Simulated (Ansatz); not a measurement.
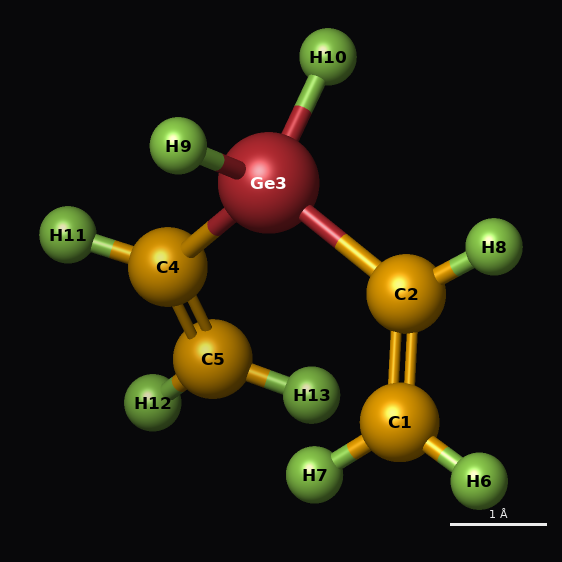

The atoms are numbered. The geometry was computed by an optimisation with PBE-D4/def2-SVP. No frequency run is at hand to confirm it as a minimum.

What is the geometry at C2?

Answer. C2 has 3 neighbours (C1 at 1.35, Ge3 at 1.96, H8 at 1.11 Å); the arrangement is trigonal planar.

How are the neighbours of atom 1 arranged?

Answer. C1 has 3 neighbours (C2 at 1.35, H6 at 1.10, H7 at 1.10 Å); the arrangement is trigonal planar.

Describe the coordination of atom 4.

Answer. C4 has 3 neighbours (Ge3 at 1.96, C5 at 1.35, H11 at 1.11 Å); the arrangement is trigonal planar.

Describe the coordination of atom 3.

Answer. Ge3 has 4 neighbours (C2 at 1.96, C4 at 1.96, H9 at 1.56, H10 at 1.56 Å); the arrangement is tetrahedral.

What is the dihedral angle C2–Ge3–C4–C5?

Answer. 26° in size, that is syn (eclipsed).
